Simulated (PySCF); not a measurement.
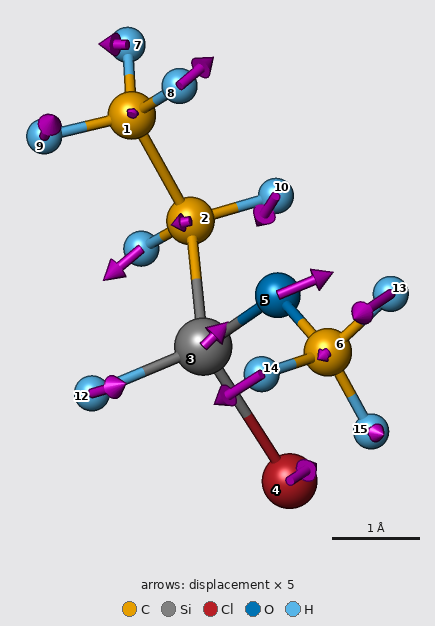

This is a relaxation of C₃H₉ClOSi. The starting structure is drawn; purple arrows show the displacements, magnified 5 times. The two geometries are superimposed by the best rigid fit.

Style: ball-and-stick. Shown from a free direction.

The start comes from GFN2-xTB.

All numbers below come from PySCF 2.14.0, density-fitted response routines, PBE0-D3(BJ)/def2-SVP geometry optimisation, gas phase. 

Q: Which element moves most?

A: Hydrogen: up to 0.20 Å, against 0.14 Å for oxygen.

Q: What did the optimiser do to the structure, and how much energy did it gain?

A: Over 8 geometry steps the energy falls by 11.4 kJ/mol. Largest force component: 1.5 eV/Å at the start, 0.022 eV/Å at the end. The largest move after the best rigid fit is that of an H atom, 0.20 Å. Largest moves by element: H 0.20 Å, O 0.14 Å, Cl 0.12 Å, Si 0.08 Å, C 0.05 Å. Among the contacts that change: Cl–Si 2.029 → 2.081 Å, O–Si 1.618 → 1.654 Å, C–Si 1.893 → 1.858 Å, H–Si 1.463 → 1.492 Å. Bond angles that change, for instance: Si–O–C 129.9° → 125.3°, Si–C–H 110.2° → 106.7°, C–Si–O 104.1° → 107.3°.
